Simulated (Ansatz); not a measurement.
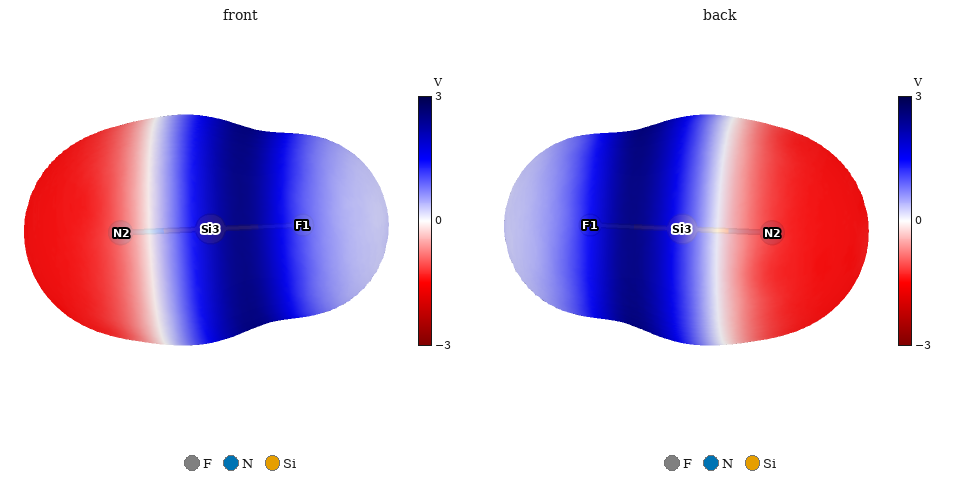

*FNSi (SMILES N#[Si]F). The electrostatic potential painted on the density surface at 0.002 e/bohr³, seen from the front and from behind; red is negative and blue positive.*

Geometry: PBE0-D3(BJ)/def2-SVP.

These are results of isolated molecule in a Gaussian basis; Kohn-Sham density functional theory, functional PBE0 (Ansatz 0.2.0), not measurements.

Input file:

```
basis:
  gaussian: {orbitals: def2-TZVPD}
crystal:
  periodic: [false, false, false]
  atoms:
    - symbol: F
      position_ang: [0.000000, 0.000000, -1.588429]
    - symbol: N
      position_ang: [0.000000, 0.000000, 1.576000]
    - symbol: Si
      position_ang: [0.000000, 0.000000, 0.012429]
hamiltonian: {xc: {name: PBE0}}
output: {forces: true, orbitals: {seedname: orbitals}}
```

Command:

```sh
ansatz run input.yaml --threads 1 --pin off --max-ram 2610MiB --events-out events.jsonl --progress --plain --runs-dir runs
```

Q: Which sites attract a positive test charge, and which a negative one?

A: A positive charge is drawn to the negative regions and a negative charge to the positive ones. The most negative region (about −1.4 V) lies over N2, the most positive (about +2.5 V) over Si3. N2 is the likeliest acceptor of a hydrogen bond.
